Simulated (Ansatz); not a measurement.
## Molecular dynamics, with input and output: CH₆AlNO (part 3 of 3)

Continued. System: CH₆AlNO, SMILES OC[NH][AlH2]. Method: RKS BLYP-d3bjatm/def2-SVP (Ansatz 0.2.0). The geometry comes from this level: PBE0-D4/def2-TZVP.

Geometry of the input (Å):
```
O  0.0895  -0.0302  -2.0962
C  0.6170  -0.4090  -0.8454
N  -0.3668  -0.4563  0.1955
Al -0.4223  0.5007  1.6895
H  -0.3564  0.8139  -1.9775
H  1.0661  -1.3909  -1.0251
H  1.4156  0.2766  -0.5306
H  -1.0728  -1.1545  0.0028
H  -1.6040  0.2171  2.7018
H  0.7171  1.5814  1.8881
```

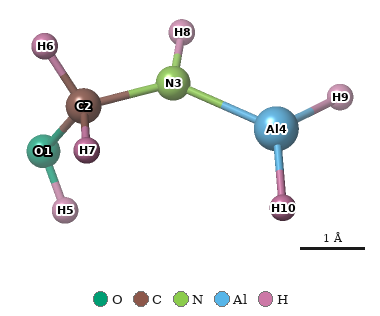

Fig. 1: The geometry at step 41 of the log (ball-and-stick view, seen at a tilt; atoms are numbered from 1 in the order of the input).

Trajectory as extended XYZ, continued
```
10
Properties=species:S:1:pos:R:3:forces:R:3 step=31 time_fs=31.0 energy=-11261.26569 temperature=298.3
O     0.0509    0.0629   -2.1659    0.1197   0.4343   1.3704
C     0.6046   -0.5193   -0.9322    2.9917   0.9164   0.1126
N    -0.2225   -0.5924    0.2641   -1.7488  -0.6435  -0.3321
Al   -0.4849    0.5726    1.7619    1.5377  -0.4738  -2.2155
H    -0.0561    1.0434   -2.0108    0.0577  -0.8449   0.0048
H     0.9533   -1.5359   -1.2905   -0.4652   0.4594   0.3418
H     1.6836    0.0328   -0.6022   -2.4097  -0.8713  -0.7646
H    -0.9656   -1.3588    0.0408    1.0642   1.5300   0.7608
H    -1.9172    0.3601    2.3923    0.0864   0.1292   0.3723
H     0.8993    1.6049    1.7786   -1.2338  -0.6357   0.3495
10
Properties=species:S:1:pos:R:3:forces:R:3 step=32 time_fs=32.0 energy=-11261.29412 temperature=327.4
O     0.0493    0.0634   -2.1568    0.1024   0.2990   1.1538
C     0.6056   -0.5222   -0.9353    2.7502   1.1741   0.3201
N    -0.2211   -0.5868    0.2641   -2.0191  -0.9973  -0.3533
Al   -0.4833    0.5703    1.7591    1.5755  -0.4145  -2.2743
H    -0.0426    1.0415   -2.0094    0.0255  -0.6628   0.0539
H     0.9433   -1.5297   -1.2926   -0.3408   0.1695   0.2737
H     1.6742    0.0329   -0.6044   -2.2978  -0.8871  -0.7518
H    -0.9843   -1.3627    0.0559    1.4187   1.8198   0.7348
H    -1.9172    0.3576    2.3532   -0.0723   0.1085   0.4767
H     0.8739    1.6186    1.7722   -1.1422  -0.6091   0.3663
10
Properties=species:S:1:pos:R:3:forces:R:3 step=33 time_fs=33.0 energy=-11261.44882 temperature=473.3
O     0.0478    0.0639   -2.1469    0.0783  -0.0911   0.8655
C     0.6088   -0.5242   -0.9382    2.1835   1.3613   0.5134
N    -0.2210   -0.5818    0.2639   -1.9158  -0.9468  -0.2435
Al   -0.4811    0.5678    1.7555    1.5023  -0.4133  -2.2991
H    -0.0289    1.0332   -2.0074   -0.0200  -0.2020   0.1314
H     0.9301   -1.5219   -1.2921   -0.1801  -0.2301   0.1607
H     1.6427    0.0245   -0.6139   -1.8671  -0.7437  -0.6474
H    -0.9894   -1.3492    0.0780    1.3843   1.6935   0.5835
H    -1.9179    0.3562    2.3185   -0.1963   0.0895   0.5550
H     0.8374    1.6265    1.7692   -0.9690  -0.5174   0.3804
10
Properties=species:S:1:pos:R:3:forces:R:3 step=34 time_fs=34.0 energy=-11261.64776 temperature=657.4
O     0.0463    0.0645   -2.1364    0.0302  -0.5785   0.5411
C     0.6137   -0.5251   -0.9407    1.1464   1.2490   0.5838
N    -0.2222   -0.5776    0.2635   -1.3881  -0.4651  -0.0282
Al   -0.4784    0.5652    1.7510    1.2895  -0.4810  -2.2802
H    -0.0153    1.0230   -2.0042   -0.0575   0.3761   0.2100
H     0.9151   -1.5163   -1.2901   -0.0229  -0.6140   0.0445
H     1.5933    0.0090   -0.6296   -0.9459  -0.3406  -0.3909
H    -0.9813   -1.3194    0.1058    0.9193   1.1281   0.3267
H    -1.9205    0.3557    2.2891   -0.2638   0.0739   0.6009
H     0.7915    1.6294    1.7699   -0.7073  -0.3480   0.3923
10
Properties=species:S:1:pos:R:3:forces:R:3 step=35 time_fs=35.0 energy=-11261.73703 temperature=737.2
O     0.0449    0.0647   -2.1256   -0.0497  -0.8868   0.2323
C     0.6196   -0.5249   -0.9427   -0.5498   0.5418   0.3929
N    -0.2245   -0.5736    0.2632   -0.3227   0.5149   0.2556
Al   -0.4752    0.5624    1.7457    0.9225  -0.6244  -2.2108
H    -0.0023    1.0163   -1.9990   -0.0705   0.7865   0.2530
H     0.8999   -1.5165   -1.2876    0.0922  -0.8188  -0.0200
H     1.5348   -0.0098   -0.6491    0.6649   0.4516   0.0928
H    -0.9643   -1.2788    0.1368   -0.0671   0.0648  -0.0116
H    -1.9256    0.3558    2.2655   -0.2633   0.0616   0.6119
H     0.7389    1.6290    1.7743   -0.3564  -0.0912   0.4038
10
Properties=species:S:1:pos:R:3:forces:R:3 step=36 time_fs=36.0 energy=-11261.61223 temperature=629.3
O     0.0434    0.0643   -2.1147   -0.1535  -0.7760  -0.0179
C     0.6250   -0.5244   -0.9443   -2.6722  -0.7507  -0.0393
N    -0.2269   -0.5693    0.2629    1.1321   1.7960   0.5090
Al   -0.4716    0.5594    1.7396    0.4182  -0.8346  -2.0890
H     0.0101    1.0172   -1.9913   -0.0600   0.7736   0.2350
H     0.8855   -1.5246   -1.2853    0.1533  -0.7405  -0.0005
H     1.4825   -0.0244   -0.6677    2.7253   1.5286   0.7390
H    -0.9480   -1.2374    0.1677   -1.4104  -1.2950  -0.3446
H    -1.9333    0.3566    2.2476   -0.1973   0.0510   0.5909
H     0.6827    1.6278    1.7826    0.0646   0.2475   0.4176
10
Properties=species:S:1:pos:R:3:forces:R:3 step=38 time_fs=38.0 energy=-11261.55678 temperature=585.6
O     0.0401    0.0625   -2.0929   -0.3537   0.3606  -0.3671
C     0.6284   -0.5259   -0.9480   -3.0503  -1.6562   0.0644
N    -0.2288   -0.5564    0.2636    1.7220   2.0262   0.4863
Al   -0.4643    0.5524    1.7252   -0.7014  -1.2507  -1.7029
H     0.0334    1.0371   -1.9698   -0.0499  -0.2392   0.0798
H     0.8613   -1.5590   -1.2799    0.1806  -0.0132   0.1773
H     1.4675   -0.0038   -0.6800    3.0634   1.4875   0.8709
H    -0.9639   -1.1998    0.2180   -1.7379  -1.7096  -0.5455
H    -1.9532    0.3594    2.2283    0.0622   0.0242   0.4814
H     0.5761    1.6360    1.8115    0.8649   0.9704   0.4554
10
Properties=species:S:1:pos:R:3:forces:R:3 step=39 time_fs=39.0 energy=-11261.71228 temperature=724.3
O     0.0382    0.0617   -2.0822   -0.4041   0.8346  -0.5058
C     0.6261   -0.5287   -0.9499   -1.1165  -0.7632   0.7250
N    -0.2278   -0.5476    0.2645    0.4339   0.7074   0.3154
Al   -0.4609    0.5483    1.7170   -1.0868  -1.2610  -1.4401
H     0.0443    1.0464   -1.9575   -0.0743  -0.6893   0.0109
H     0.8518   -1.5785   -1.2751    0.1783   0.3582   0.2447
H     1.5081    0.0310   -0.6725    1.1255   0.1635   0.2912
H    -0.9994   -1.2076    0.2354   -0.3180  -0.5081  -0.5162
H    -1.9629    0.3613    2.2259    0.2088   0.0053   0.4108
H     0.5333    1.6525    1.8324    1.0531   1.1526   0.4639
10
Properties=species:S:1:pos:R:3:forces:R:3 step=40 time_fs=40.0 energy=-11261.69612 temperature=718.6
O     0.0360    0.0615   -2.0719   -0.4078   1.0015  -0.6292
C     0.6229   -0.5321   -0.9513    0.4500   0.0232   1.2609
N    -0.2265   -0.5383    0.2656   -0.7080  -0.4870   0.1329
Al   -0.4579    0.5436    1.7083   -1.2456  -1.0161  -1.1174
H     0.0546    1.0492   -1.9451   -0.1086  -0.8410  -0.0250
H     0.8439   -1.5945   -1.2680    0.1787   0.6167   0.2690
H     1.5596    0.0674   -0.6621   -0.4803  -0.9242  -0.1656
H    -1.0380   -1.2203    0.2479    0.9653   0.5553  -0.5058
H    -1.9707    0.3632    2.2274    0.3391  -0.0174   0.3396
H     0.5006    1.6800    1.8578    1.0173   1.0890   0.4405
10
Properties=species:S:1:pos:R:3:forces:R:3 step=41 time_fs=41.0 energy=-11261.57736 temperature=615.5
O     0.0335    0.0618   -2.0619   -0.3867   0.8245  -0.7500
C     0.6201   -0.5355   -0.9516    1.3193   0.4934   1.5904
N    -0.2257   -0.5294    0.2668   -1.3193  -1.2427  -0.0698
Al   -0.4553    0.5387    1.6992   -1.1964  -0.5165  -0.7257
H     0.0638    1.0438   -1.9328   -0.1370  -0.6450  -0.0235
H     0.8377   -1.6047   -1.2582    0.1873   0.7238   0.2470
H     1.6066    0.0950   -0.6533   -1.4149  -1.5362  -0.4082
H    -1.0674   -1.2277    0.2556    1.7131   1.1594  -0.5020
H    -1.9753    0.3649    2.2321    0.4395  -0.0435   0.2728
H     0.4775    1.7180    1.8875    0.7950   0.7828   0.3689
10
Properties=species:S:1:pos:R:3:forces:R:3 step=42 time_fs=42.0 energy=-11261.48997 temperature=536.6
O     0.0308    0.0627   -2.0523   -0.3696   0.3558  -0.8797
C     0.6183   -0.5386   -0.9506    1.7064   0.7839   1.7856
N    -0.2259   -0.5213    0.2679   -1.4525  -1.6077  -0.2921
Al   -0.4532    0.5335    1.6897   -1.0225   0.1474  -0.2730
H     0.0718    1.0323   -1.9208   -0.1464  -0.1490   0.0109
H     0.8334   -1.6079   -1.2461    0.2044   0.6654   0.1814
H     1.6401    0.1080   -0.6484   -1.8609  -1.7936  -0.5053
H    -1.0805   -1.2240    0.2585    1.9542   1.3439  -0.4914
H    -1.9756    0.3662    2.2395    0.5025  -0.0723   0.2136
H     0.4620    1.7636    1.9207    0.4845   0.3262   0.2498
10
Properties=species:S:1:pos:R:3:forces:R:3 step=43 time_fs=43.0 energy=-11261.49020 temperature=538.0
O     0.0279    0.0637   -2.0433   -0.3701  -0.2277  -1.0121
C     0.6179   -0.5410   -0.9482    1.8214   1.0179   1.9027
N    -0.2270   -0.5143    0.2689   -1.1733  -1.6338  -0.5181
Al   -0.4514    0.5283    1.6802   -0.8118   0.8542   0.2147
H     0.0784    1.0194   -1.9086   -0.1352   0.4684   0.0595
H     0.8309   -1.6048   -1.2322    0.2245   0.4512   0.0796
H     1.6558    0.1038   -0.6484   -2.0016  -1.8248  -0.5174
H    -1.0748   -1.2073    0.2567    1.7393   1.1589  -0.4739
H    -1.9711    0.3669    2.2489    0.5248  -0.1030   0.1648
H     0.4511    1.8124    1.9564    0.1821  -0.1613   0.1003
10
Properties=species:S:1:pos:R:3:forces:R:3 step=44 time_fs=44.0 energy=-11261.56194 temperature=605.3
O     0.0248    0.0646   -2.0348   -0.3754  -0.6175  -1.1152
C     0.6189   -0.5425   -0.9443    1.7330   1.1976   1.9447
N    -0.2289   -0.5084    0.2695   -0.4300  -1.2758  -0.7247
Al   -0.4499    0.5235    1.6708   -0.6194   1.5082   0.7044
H     0.0836    1.0109   -1.8959   -0.1191   0.8940   0.0842
H     0.8306   -1.5973   -1.2176    0.2359   0.1239  -0.0442
H     1.6524    0.0821   -0.6533   -1.8918  -1.6718  -0.4614
H    -1.0525   -1.1796    0.2504    1.0166   0.5670  -0.4584
H    -1.9616    0.3665    2.2600    0.5061  -0.1342   0.1283
H     0.4420    1.8598    1.9932   -0.0558  -0.5913  -0.0578
10
Properties=species:S:1:pos:R:3:forces:R:3 step=45 time_fs=45.0 energy=-11261.63419 temperature=671.7
O     0.0214    0.0652   -2.0270   -0.3530  -0.5499  -1.1476
C     0.6214   -0.5432   -0.9388    1.3525   1.1845   1.8582
N    -0.2311   -0.5034    0.2696    0.8389  -0.4822  -0.8809
Al   -0.4486    0.5192    1.6615   -0.4668   2.0571   1.1679
H     0.0878    1.0110   -1.8823   -0.1226   0.8602   0.0468
H     0.8326   -1.5887   -1.2033    0.2197  -0.2310  -0.1669
H     1.6309    0.0443   -0.6626   -1.4410  -1.2838  -0.3129
H    -1.0204   -1.1464    0.2397   -0.2629  -0.4667  -0.4634
H    -1.9473    0.3649    2.2723    0.4486  -0.1649   0.1062
H     0.4323    1.9016    2.0295   -0.2133  -0.9234  -0.2075
10
Properties=species:S:1:pos:R:3:forces:R:3 step=47 time_fs=47.0 energy=-11261.51901 temperature=568.5
O     0.0140    0.0656   -2.0134   -0.1443   0.5487  -0.9783
C     0.6288   -0.5419   -0.9235   -1.1756  -0.2593   0.9280
N    -0.2329   -0.4936    0.2679    2.9152   0.7634  -1.0208
Al   -0.4465    0.5129    1.6444   -0.2864   2.7844   1.9462
H     0.0923    1.0314   -1.8546   -0.1969  -0.1966  -0.1697
H     0.8423   -1.5805   -1.1803    0.0385  -0.5837  -0.3042
H     1.5559   -0.0614   -0.6875    1.3259   0.5767   0.4487
H    -0.9778   -1.1044    0.2044   -2.3924  -2.1278  -0.5097
H    -1.9064    0.3566    2.2999    0.2361  -0.2232   0.1069
H     0.4058    1.9567    2.0951   -0.3201  -1.2825  -0.4470
10
Properties=species:S:1:pos:R:3:forces:R:3 step=48 time_fs=48.0 energy=-11261.39984 temperature=461.9
O     0.0101    0.0661   -2.0075    0.0239   0.9806  -0.8373
C     0.6318   -0.5412   -0.9145   -3.0239  -1.4669   0.1512
N    -0.2309   -0.4880    0.2660    2.0640  -0.1300  -1.1681
Al   -0.4457    0.5112    1.6368   -0.2496   2.9714   2.2428
H     0.0919    1.0417   -1.8426   -0.2294  -0.6374  -0.2576
H     0.8483   -1.5844   -1.1730   -0.1144  -0.4751  -0.2955
H     1.5289   -0.1115   -0.6958    3.3052   1.7212   0.9344
H    -0.9877   -1.1117    0.1795   -1.5780  -1.3824  -0.3655
H    -1.8819    0.3493    2.3153    0.0983  -0.2525   0.1254
H     0.3881    1.9665    2.1220   -0.2961  -1.3290  -0.5299
10
Properties=species:S:1:pos:R:3:forces:R:3 step=49 time_fs=49.0 energy=-11261.37276 temperature=441.0
O     0.0063    0.0672   -2.0021    0.1902   1.0835  -0.7145
C     0.6323   -0.5417   -0.9053   -3.4461  -1.9816  -0.3618
N    -0.2276   -0.4825    0.2633    0.5542  -1.5124  -1.3771
Al   -0.4449    0.5105    1.6300   -0.2443   3.0439   2.4627
H     0.0894    1.0459   -1.8331   -0.2386  -0.7784  -0.2875
H     0.8531   -1.5929   -1.1684   -0.2671  -0.2364  -0.2490
H     1.5336   -0.1452   -0.6951    3.8616   2.0617   1.0426
H    -1.0128   -1.1323    0.1509   -0.1349  -0.1007  -0.0781
H    -1.8565    0.3396    2.3319   -0.0426  -0.2825   0.1484
H     0.3675    1.9636    2.1440   -0.2325  -1.2971  -0.5857
10
Properties=species:S:1:pos:R:3:forces:R:3 step=50 time_fs=50.0 energy=-11261.46489 temperature=521.0
O     0.0025    0.0690   -1.9971    0.3278   0.8253  -0.6378
C     0.6301   -0.5437   -0.8964   -1.7530  -1.5508  -0.4645
N    -0.2238   -0.4780    0.2596   -0.6843  -2.5736  -1.4954
Al   -0.4441    0.5109    1.6240   -0.2722   2.9921   2.5895
H     0.0845    1.0426   -1.8262   -0.2204  -0.5861  -0.2495
H     0.8555   -1.6036   -1.1663   -0.3829   0.0483  -0.1837
H     1.5752   -0.1593   -0.6845    2.2998   1.4304   0.6629
H    -1.0392   -1.1538    0.1216    0.9862   0.9119   0.2218
H    -1.8313    0.3272    2.3499   -0.1696  -0.3121   0.1672
H     0.3446    1.9483    2.1604   -0.1314  -1.1853  -0.6106
```

Summary

```json
{"quantity": "outcome", "value": "finished"}
{"quantity": "mean temperature over the second half", "value": "538 K"}
{"quantity": "trajectory", "value": "50 steps, 50 fs"}
{"quantity": "ensemble", "value": "nvt_nose_hoover"}
{"quantity": "temperature in the input", "value": "1000 K"}
{"quantity": "time step", "value": "1 fs"}
{"quantity": "potential energy (last step)", "value": "−11261.4652 eV"}
{"quantity": "mean-field energy (last step)", "value": "−11261.1160 eV"}
{"quantity": "dispersion energy (last step)", "value": "−0.3492 eV"}
{"quantity": "SCF solution under orbital rotations (last step)", "value": "stable"}
{"quantity": "largest force (length of the vector) (last step)", "value": "3.966 eV/Å"}
{"quantity": "dipole moment (last step)", "value": "1.34 D"}
{"quantity": "hardware", "value": "2 threads of AMD EPYC, 11 GiB of memory available, shared host"}
{"quantity": "wall time", "value": "58 s (CPU time 1.9 min)"}
{"quantity": "peak memory", "value": "0.4 GiB"}
```

Remarks

So short a trajectory is not equilibrated. The temperature stays far from the 1000 K of the thermostat over the second half: the run isn't equilibrated.
